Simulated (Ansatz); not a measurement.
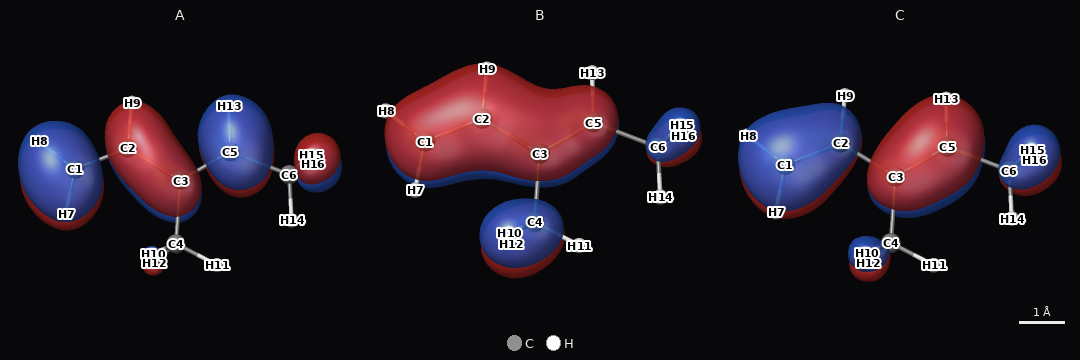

Figure 1: C6H10 (SMILES C=C/C(C)=C/C). Three frontier orbitals at ±0.08 Å⁻³ᐟ² (red and blue are the two phases), in no order.

Not at a stationary point (largest force 0.7 eV/Å).

Method: Ansatz 0.2.0, SCF blyp, Gaussian basis.

```yaml
atoms:
  - { symbol: C, position_ang: [2.6046, -0.1649, 0.4800] }
  - { symbol: C, position_ang: [1.4502, -0.7378, 0.1147] }
  - { symbol: C, position_ang: [0.1465, -0.0844, 0.0093] }
  - { symbol: C, position_ang: [0.0735, 1.3843, 0.3415] }
  - { symbol: C, position_ang: [-0.9114, -0.8273, -0.3769] }
  - { symbol: C, position_ang: [-2.3348, -0.4039, -0.5605] }
  - { symbol: H, position_ang: [2.6884, 0.8830, 0.7441] }
  - { symbol: H, position_ang: [3.5158, -0.7540, 0.5224] }
  - { symbol: H, position_ang: [1.4822, -1.7997, -0.1297] }
  - { symbol: H, position_ang: [0.3860, 1.5596, 1.3771] }
  - { symbol: H, position_ang: [-0.9281, 1.8067, 0.2417] }
  - { symbol: H, position_ang: [0.7249, 1.9613, -0.3243] }
  - { symbol: H, position_ang: [-0.7567, -1.8841, -0.5957] }
  - { symbol: H, position_ang: [-2.5194, 0.6498, -0.3485] }
  - { symbol: H, position_ang: [-2.9795, -0.9941, 0.0985] }
  - { symbol: H, position_ang: [-2.6424, -0.5945, -1.5937] }
```

> Which picture is the HOMO−1, the HOMO and the LUMO?

B is the HOMO−1 (−7.16 eV). By Hirshfeld shares it lies mainly on C2 (about 30 %), C1 (about 20 %), C3 (about 20 %), C5 (about 10 %) and C4 (about 5 %). C is the HOMO (−5.24 eV). By Hirshfeld shares it lies mainly on C5 (about 25 %), C1 (about 25 %), C3 (about 15 %) and C2 (about 10 %). A is the LUMO (−1.35 eV). Its weight (Hirshfeld) is mainly on C1 (about 25 %), C5 (about 25 %), C2 (about 15 %) and C3 (about 15 %).

> What is the HOMO–LUMO gap?

3.89 eV between the orbital energies.
